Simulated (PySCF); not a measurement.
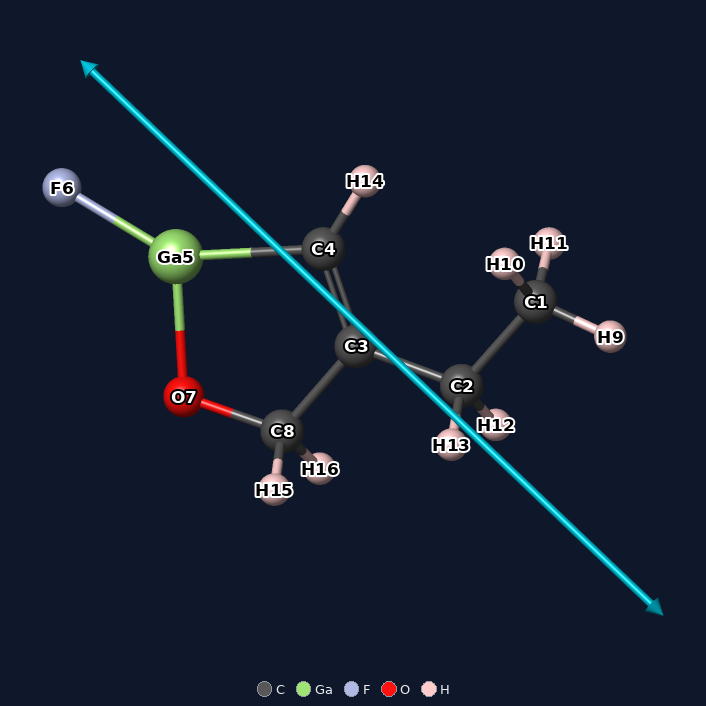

The double arrow shows the direction of the transition dipole to excited singlet state 5 (its length means nothing). The geometry was computed by an optimisation with GFN2-xTB. No frequency run is at hand to confirm it as a minimum. Properties computed with TDDFT CAM-B3LYP/def2-SVPD, vertical, gas phase, core orbitals frozen in the response (PySCF 2.14.0).

### Give its energy, strength and character.

6.33 eV (196 nm), oscillator strength 0.072, mainly HOMO−1 → LUMO+1 (weight 0.60); transition dipole 1.73 D.

The geometry is semi-empirical. Around Ga such bond lengths and angles can be off by a tenth of an ångström or more and by several degrees, and values that hang on the shape move with them.
